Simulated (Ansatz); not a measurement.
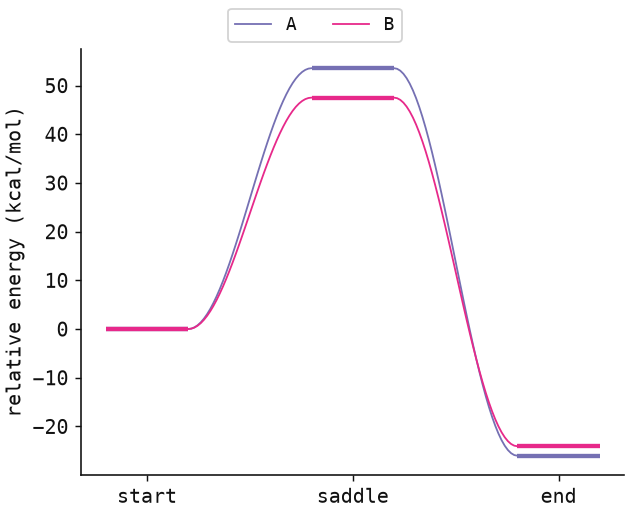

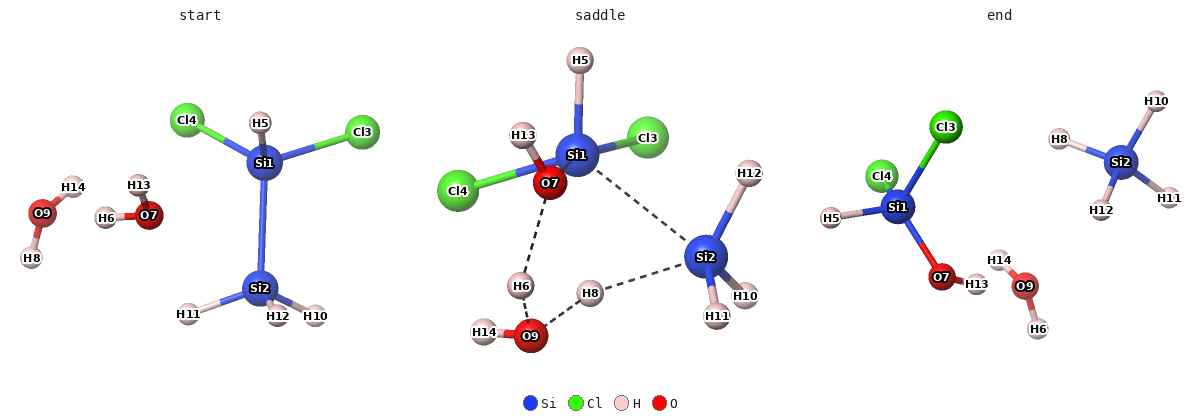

One elementary step of Si₂H₈O₂Cl₂: start, first-order saddle point (changing pairs dashed) and end. Electronic energies at PBE0-D4/def2-TZVP geometries, energies in def2-TZVPP, the Ansatz code; cores frozen in correlated methods, no zero-point terms. Start and end are the structures at the ends of the path (complexes, where there are several molecules). The limit is the MP2 basis limit plus CCSD(T) less MP2 in triple zeta. Lines between the levels only guide the eye.

Q: Which bonds change in the step?

A: Si1–O7 (2.81 → 1.75 → 1.61 Å), Si2–H8 (4.37 → 1.87 → 1.48 Å) and H6–O9 (1.80 → 1.01 → 0.96 Å) form; Si1–Si2 (2.33 → 2.54 → 4.53 Å), H6–O7 (0.98 → 1.65 → 3.36 Å) and H8–O9 (0.96 → 1.24 → 2.96 Å) break (lengths at start, saddle and end; changes of bond order aren't listed). The imaginary mode at the saddle is 1002.6i cm⁻¹ (PBE0-D4).

Q: The profiles are BHLYP-D4 and CCSD(T) at the basis limit. Which is which?

A: A: BHLYP-D4 (barrier 53.6, step −26.0 kcal/mol); B: CCSD(T) at the basis limit (barrier 47.5, step −24.1 kcal/mol).
